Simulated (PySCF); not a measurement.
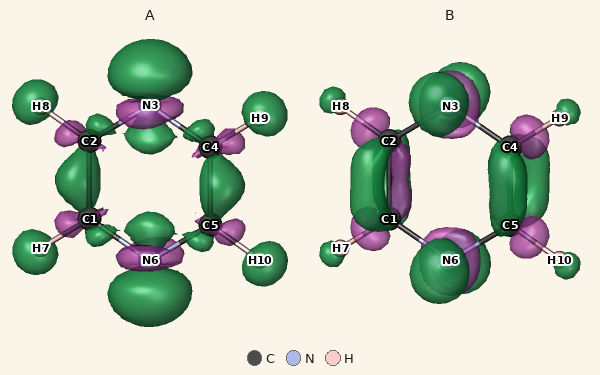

Figure 1: C4H4N2, SMILES `c1cnccn1`. The two Fukui functions at ±0.04 e/Å³ (green positive, purple negative).

Method: PBE/def2-SVP; geometry: GFN2-xTB; program: PySCF. No frequency check shows the geometry to be a minimum.

Input

```python
import numpy as np
from pyscf import gto, scf, dft
from pyscf.scf import atom_ks, atom_hf
from scipy.linalg import block_diag

def solve(mol, dm0=None, hcore=None):
    mf = (dft.UKS if mol.spin else dft.RKS)(mol, xc='pbe')
    mf.grids.level = 3
    mf = mf.density_fit(auxbasis='def2-universal-jkfit')
    mf.conv_tol, mf.max_cycle = 1e-8, 80
    if hcore is not None:
        mf.get_hcore = lambda *args: hcore
    mf.kernel(dm0)
    if not mf.converged:
        mf = mf.newton().run(mf.mo_coeff, mf.mo_occ, max_cycle=30)
    assert mf.converged, 'SCF not converged'
    return mf

mol = gto.M(atom='''
C      1.12172     0.70663     0.00000
C      1.13647    -0.68266     0.00000
N      0.01601    -1.38591     0.00000
C     -1.12172    -0.70663     0.00000
C     -1.13647     0.68266     0.00000
N     -0.01601     1.38591     0.00000
H      2.03092     1.29201     0.00000
H      2.05788    -1.24862     0.00000
H     -2.03092    -1.29201     0.00000
H     -2.05788     1.24862     0.00000
''', basis='def2-svp', charge=0, spin=0, verbose=4)
mf = solve(mol)
out = dict(e0=mf.e_tot, dm0=mf.make_rdm1(), c=mf.mo_coeff, occ=mf.mo_occ, eps=mf.mo_energy)
for name, dq, spin in [('cation', 1, 1), ('anion', -1, 1)]:
    ion = mol.copy().set(charge=mol.charge + dq, spin=spin).build()
    mi = solve(ion)
    if spin and dq > 0 and mol.nao < 130:
        c, _, stable, _ = mi.stability(return_status=True)
        if not stable:
            mi = solve(ion, mi.make_rdm1(c, mi.mo_occ))
    print(name, 'vertical energy change / eV', (mi.e_tot - mf.e_tot) * 27.211386)
    out.update({'e_' + name: mi.e_tot, 'dm_' + name: mi.make_rdm1(), 's2_' + name: mi.spin_square()[0], 'eps_' + name: mi.mo_energy, 'occ_' + name: mi.mo_occ})
# spherically averaged free atoms, for the promolecule
atm = atom_ks.get_atm_nrks(mol, xc='pbe')
pro = block_diag(*[(atm[a[0]][2] * atm[a[0]][3]) @ atm[a[0]][2].T for a in mol._atom])
np.savez('result.npz', pro=pro, **out)
```

Command:

```sh
OMP_NUM_THREADS=1 python input.py
```

The run took 4.5 min on 1 thread of Arm Neoverse V2, with other jobs on the host, peak memory 0.56 GiB.

Partitions, critical points and surface values were worked out afterwards from this run's density.

**Which panel is f⁻ (electron removed) and which f⁺ (electron added)?**

A is f⁻, B is f⁺. f⁻ (Hirshfeld-condensed) is largest on N3 and N6 (0.19 each); the vertical ionisation energy is 8.85 eV. f⁺ (Hirshfeld-condensed) is largest on N3 and N6 (0.16 each) and C1, C2, C4 and C5 (0.10 each); the vertical electron affinity is −0.89 eV (the stability of the anion's solution wasn't checked; negative, but this basis has no diffuse functions, so it doesn't show that the anion is unbound).

**What chemical potential and hardness follow from the two energies?**

μ = −(I + A)/2 = −3.98 eV and η = I − A = 9.74 eV.
